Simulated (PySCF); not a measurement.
# C3H9BS: electronic excitations at several levels of theory, part 2 of 2

PySCF 2.14.0. Atoms count from 0. The steps go on from the part before.

### Step 9. Excited states and response: wB97X-D/def2-SVPD

What the job is given:

```
{"job": {"kind": "uv", "xc": "wB97X-D", "basis": "def2-SVPD", "ip": true}, "charge": 0, "multiplicity": 1}
C     -1.496617    -1.017682     0.110850
B     -0.322951     0.018868     0.269901
C     -0.582794     1.554811     0.425428
C      1.154641    -0.551137     0.234160
S      2.379827     0.537942     1.016462
H     -1.405385    -1.507745    -0.876461
H     -2.504708    -0.583943     0.177144
H     -1.409566    -1.835250     0.846774
H     -1.561349     1.886899     0.048141
H     -0.585481     1.745069     1.518379
H      0.220313     2.189101     0.019706
H      1.370993    -0.635306    -0.850358
H      1.212764    -1.571224     0.644892
H      3.482042    -0.187296     0.725979
```

Level: TDDFT wB97X-D/def2-SVPD, vertical, gas phase, core orbitals frozen in the response.

Standard output:

```text
coarse grid: 11552 points
cycle   1  E = -542.4360175961  dE =  2.926e-01  |g| = 3.261e-01  |ddm| = 4.658e+00
cycle   2  E = -542.4587509676  dE = -2.273e-02  |g| = 2.117e-01  |ddm| = 8.492e-01
cycle   3  E = -542.4706619913  dE = -1.191e-02  |g| = 2.427e-02  |ddm| = 3.713e-01
cycle   4  E = -542.4708958976  dE = -2.339e-04  |g| = 7.427e-03  |ddm| = 6.779e-02
cycle   5  E = -542.4709145394  dE = -1.864e-05  |g| = 1.750e-03  |ddm| = 1.954e-02
cycle   6  E = -542.4709157523  dE = -1.213e-06  |g| = 7.248e-04  |ddm| = 4.734e-03
final grid: 104928 points
cycle   7  E = -542.5286005344  dE = -8.326e-05  |g| = 4.145e-03  |ddm| = 1.096e-01
cycle   8  E = -542.5286043134  dE = -3.779e-06  |g| = 2.446e-03  |ddm| = 1.725e-02
cycle   9  E = -542.5286058563  dE = -1.543e-06  |g| = 3.513e-04  |ddm| = 4.637e-03
cycle  10  E = -542.5286059214  dE = -6.514e-08  |g| = 1.359e-04  |ddm| = 1.511e-03
cycle  11  E = -542.5286059282  dE = -6.779e-09  |g| = 3.834e-05  |ddm| = 3.611e-04
cycle  12  E = -542.5286059290  dE = -8.135e-10  |g| = 1.444e-05  |ddm| = 1.056e-04
converged SCF energy = -542.5286059290

Static polarisability (au): isotropic 72.872, principal 60.647 72.195 85.775

Singlet excitations
state   eV       nm        f      main configurations
  1   5.5652    222.8   0.01097   H->L 0.74, H->L+1 0.10, H->L+3 0.09
  2   5.7285    216.4   0.00092   H->L+1 0.38, H->L+3 0.25, H->L 0.21
  3   6.3824    194.3   0.02945   H->L+2 0.79
  4   6.5842    188.3   0.00189   H-1->L 0.80, H-3->L 0.09
  5   6.6903    185.3   0.00180   H-2->L 0.87
  6   7.0485    175.9   0.00976   H->L+1 0.34, H->L+3 0.28, H->L+6 0.20
  7   7.5783    163.6   0.05083   H->L+4 0.87
  8   7.6367    162.4   0.00592   H->L+5 0.49, H->L+3 0.20, H->L+7 0.15
  9   8.0688    153.7   0.01348   H-1->L+1 0.57, H-3->L 0.17, H-1->L 0.10
 10   8.2205    150.8   0.03169   H-3->L 0.56, H-1->L+1 0.15, H-2->L+1 0.09

Triplet excitations (Tamm-Dancoff, eV): 5.3050 5.3833 6.0906 6.1307
Vertical ionisation energy (delta-SCF) = 9.1302 eV
```

Run time: 38 s. Hardware: 1 thread of Arm Neoverse V1, shared host; peak memory 0.84 GiB.

In short: HOMO -8.60 eV, LUMO 1.32 eV; lowest singlet 5.57 eV.

### Step 10. Excited states and response: LC-wPBE/def2-SVPD

Same as in step 9 but for these lines:

```diff
@@ -1,2 +1,2 @@
-{"job": {"kind": "uv", "xc": "wB97X-D", "basis": "def2-SVPD", "ip": true}, "charge": 0, "multiplicity": 1}
+{"job": {"kind": "uv", "xc": "LC-wPBE", "basis": "def2-SVPD", "ip": true}, "charge": 0, "multiplicity": 1}
 C     -1.496617    -1.017682     0.110850
```

Level: TDDFT LC-wPBE/def2-SVPD, vertical, gas phase, core orbitals frozen in the response.

Standard output:

```text
coarse grid: 11552 points
cycle   1  E = -542.2610716377  dE =  3.815e-01  |g| = 3.071e-01  |ddm| = 4.588e+00
cycle   2  E = -542.2892613451  dE = -2.819e-02  |g| = 1.560e-01  |ddm| = 7.580e-01
cycle   3  E = -542.2957306994  dE = -6.469e-03  |g| = 3.441e-02  |ddm| = 3.239e-01
cycle   4  E = -542.2961855655  dE = -4.549e-04  |g| = 1.006e-02  |ddm| = 8.843e-02
cycle   5  E = -542.2962171126  dE = -3.155e-05  |g| = 2.799e-03  |ddm| = 2.434e-02
cycle   6  E = -542.2962204061  dE = -3.294e-06  |g| = 8.781e-04  |ddm| = 7.326e-03
final grid: 104928 points
cycle   7  E = -542.3677063150  dE = -2.759e-05  |g| = 4.772e-03  |ddm| = 5.997e-02
cycle   8  E = -542.3677094666  dE = -3.152e-06  |g| = 3.332e-03  |ddm| = 1.278e-02
cycle   9  E = -542.3677122853  dE = -2.819e-06  |g| = 2.487e-04  |ddm| = 4.856e-03
cycle  10  E = -542.3677122945  dE = -9.234e-09  |g| = 1.386e-04  |ddm| = 7.519e-04
cycle  11  E = -542.3677123182  dE = -2.372e-08  |g| = 2.635e-05  |ddm| = 3.228e-04
cycle  12  E = -542.3677123188  dE = -5.292e-10  |g| = 8.681e-06  |ddm| = 1.006e-04
converged SCF energy = -542.3677123188

Static polarisability (au): isotropic 70.870, principal 59.116 70.250 83.245

Singlet excitations
state   eV       nm        f      main configurations
  1   5.8272    212.8   0.00240   H->L+3 0.28, H->L 0.28, H->L+5 0.11
  2   6.2081    199.7   0.01508   H->L+1 0.43, H->L 0.33, H->L+2 0.09
  3   6.6516    186.4   0.00126   H-1->L+1 0.47, H-1->L 0.20, H-3->L+1 0.10
  4   6.7120    184.7   0.00538   H-2->L+1 0.44, H-2->L 0.18, H->L+2 0.17
  5   6.9786    177.7   0.01727   H->L+2 0.51, H->L+1 0.20, H-2->L+1 0.14
  6   7.5706    163.8   0.02023   H->L+6 0.24, H->L 0.23, H->L+1 0.20
  7   8.0300    154.4   0.05538   H->L+4 0.86
  8   8.1204    152.7   0.00484   H->L+3 0.43, H->L+5 0.23, H->L+7 0.18
  9   8.5305    145.3   0.02768   H-1->L 0.51, H-1->L+1 0.09
 10   8.7170    142.2   0.04320   H-3->L+1 0.29, H-3->L 0.16, H-1->L+1 0.14

Triplet excitations (Tamm-Dancoff, eV): 5.3172 5.7353 6.0142 6.1238
Vertical ionisation energy (delta-SCF) = 9.1556 eV
```

Run time: 52 s. Hardware: 1 thread of Arm Neoverse V1, shared host; peak memory 0.82 GiB.

In short: HOMO -9.48 eV, LUMO 1.64 eV; lowest singlet 5.83 eV.

### Step 11. TDDFT and polarisability: PBE0/6-31G*

Same as in step 10 but for these lines:

```diff
@@ -1,2 +1,2 @@
-{"job": {"kind": "uv", "xc": "LC-wPBE", "basis": "def2-SVPD", "ip": true}, "charge": 0, "multiplicity": 1}
+{"job": {"kind": "uv", "xc": "PBE0", "basis": "6-31G*"}, "charge": 0, "multiplicity": 1}
 C     -1.496617    -1.017682     0.110850
```

With the program's defaults for keys left out, this is: TDDFT PBE0/6-31G*, vertical, gas phase, core orbitals frozen in the response.

Standard output:

```text
coarse grid: 11552 points
cycle   1  E = -542.4272810560  dE =  2.033e-01  |g| = 4.625e-01  |ddm| = 3.205e+00
cycle   2  E = -542.4251256204  dE =  2.155e-03  |g| = 4.745e-01  |ddm| = 9.778e-01
cycle   3  E = -542.4878023306  dE = -6.268e-02  |g| = 2.906e-02  |ddm| = 5.048e-01
cycle   4  E = -542.4880031379  dE = -2.008e-04  |g| = 1.461e-02  |ddm| = 5.979e-02
cycle   5  E = -542.4880622726  dE = -5.913e-05  |g| = 4.362e-03  |ddm| = 2.134e-02
cycle   6  E = -542.4880670936  dE = -4.821e-06  |g| = 5.381e-04  |ddm| = 4.051e-03
final grid: 104928 points
cycle   7  E = -542.4343953488  dE = -1.881e-05  |g| = 8.472e-03  |ddm| = 2.194e-02
cycle   8  E = -542.4343897863  dE =  5.562e-06  |g| = 9.687e-03  |ddm| = 1.819e-02
cycle   9  E = -542.4344153036  dE = -2.552e-05  |g| = 6.056e-04  |ddm| = 9.850e-03
cycle  10  E = -542.4344154066  dE = -1.029e-07  |g| = 1.070e-04  |ddm| = 7.616e-04
cycle  11  E = -542.4344154092  dE = -2.662e-09  |g| = 3.260e-05  |ddm| = 1.181e-04
cycle  12  E = -542.4344154095  dE = -2.933e-10  |g| = 6.782e-06  |ddm| = 4.372e-05
converged SCF energy = -542.4344154095

Static polarisability (au): isotropic 58.854, principal 45.494 59.057 72.012

Singlet excitations
state   eV       nm        f      main configurations
  1   5.1239    242.0   0.00593   H->L 1.00
  2   5.9300    209.1   0.00054   H->L+1 0.98
  3   6.4249    193.0   0.00161   H-1->L 0.94
  4   6.5416    189.5   0.00047   H-2->L 0.99
  5   7.5324    164.6   0.00208   H->L+2 0.98
  6   7.7798    159.4   0.01070   H-3->L 0.94
  7   8.4330    147.0   0.00937   H-1->L+1 0.55, H->L+3 0.34
  8   8.4485    146.8   0.00589   H->L+3 0.58, H-1->L+1 0.28, H-2->L+1 0.08
  9   8.7193    142.2   0.03119   H-2->L+1 0.59, H-4->L 0.28, H-1->L+1 0.09
 10   8.7476    141.7   0.02237   H-4->L 0.69, H-2->L+1 0.24

Triplet excitations (Tamm-Dancoff, eV): 4.9495 5.3394 5.8292 5.9744
```

Wall time 7.6 s (1 thread of Arm Neoverse V1, shared host); peak memory 0.54 GiB.

In short: HOMO -6.53 eV, LUMO -0.25 eV; lowest singlet 5.12 eV.

### Step 12. Side by side: electronic excitations

Excitations and ground-state properties, with basis size and wall time:

```
                run  lowest singlet (eV)  brightest (eV)      f  gap (eV)  α (Å³)  μ (D)  functions   time
       HF/def2-SVPD                 6.06            9.03  0.064     11.43   10.19   1.73        179  9.5 s
      LDA/def2-SVPD                 3.83            6.55  0.029      3.76   11.62   1.64        179   51 s
      PBE/def2-SVPD                 3.95            6.52  0.036      3.89   11.42   1.62        179   69 s
    B3LYP/def2-SVPD                 4.76            6.97  0.043      5.68   11.04   1.61        179   33 s
     PBE0/def2-SVPD                 4.96            7.21  0.044      6.14   10.93   1.66        179   34 s
BHandHLYP/def2-SVPD                 5.62            7.57  0.044      8.28   10.60   1.65        179   32 s
CAM-B3LYP/def2-SVPD                 5.43            8.04  0.042      8.60   10.83   1.63        179   39 s
  wB97X-D/def2-SVPD                 5.57            7.58  0.051      9.92   10.80   1.68        179   38 s
  LC-wPBE/def2-SVPD                 5.83            8.03  0.055     11.11   10.50   1.69        179   52 s
        PBE0/6-31G*                 5.12            8.72  0.031      6.29    8.72   1.81         92  7.6 s
```

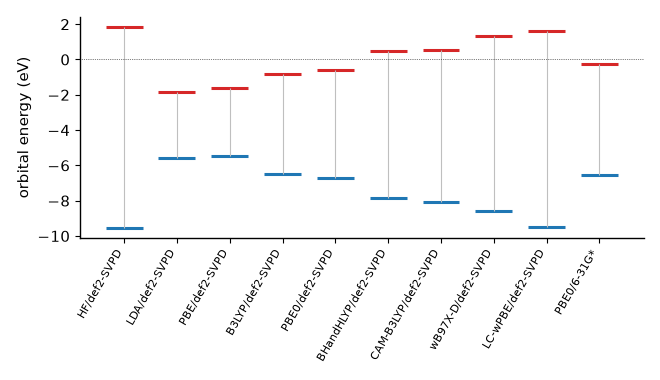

HOMO (blue) and LUMO (red) run by run.

### Step 13. Outcome

What follows sums up all 2 parts.

```
                                quantity                        value
           lowest singlet (HF/def2-SVPD)  6.06 eV (205 nm), f = 0.004
brightest single state of those computed  state 9, 9.03 eV, f = 0.064
                          lowest triplet                      5.47 eV
       vertical ionisation energy (ΔSCF)                      8.05 eV
             range of the lowest singlet              3.83 to 6.06 eV
```

In words: Single values in the summary come from the first run of each kind that ended normally (HF/def2-SVPD), which need not be the best level. The lowest singlet, at 6.06 eV, is HOMO→LUMO 0.24, HOMO→LUMO+2 0.20 and is weak; of the 10 states computed, the strongest absorption comes from state 9 at 9.03 eV (the last state computed is bright too, and its partners may lie past the list). The lowest triplet lies 0.58 eV below the lowest singlet (triplets in Tamm-Dancoff, singlets in full TDDFT). At HF/def2-SVPD, the highest states lie near or above the ionisation energy, where they hang on the basis. The orbital energy would give 9.56 eV for ionisation, ΔSCF gives 8.05 eV. The lowest singlet runs from 3.83 eV (LDA/def2-SVPD) to 6.06 eV (HF/def2-SVPD), while the orbital gap spans 3.76 to 11.43 eV. The lowest state need not be the same one in every run. The runs solved for a few states only, so the brightest column depends on that window.
